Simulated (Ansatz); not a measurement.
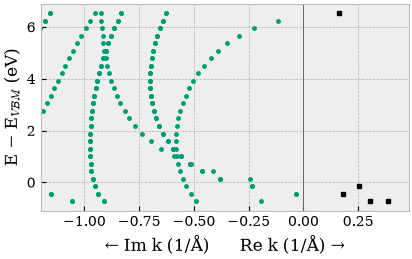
Complex bands at the centre of the two-dimensional zone; r2SCAN in Ansatz (a first-principles code)

The gap is the functional's own. No spin-orbit coupling. Mid-gap values are interpolated on the energy grid.

**Question.** This is SiO₂ (P4_12_12, 12 atoms a cell, 14.4 Å³ an atom) along the normal of (001). Read off the slowest decay at the centre of the two-dimensional zone at 3.04 eV, the computed energy nearest the middle of the gap.

**Answer.** κ ≈ 0.55 1/Å, a decay length 1/(2κ) of the density of 0.91 Å.
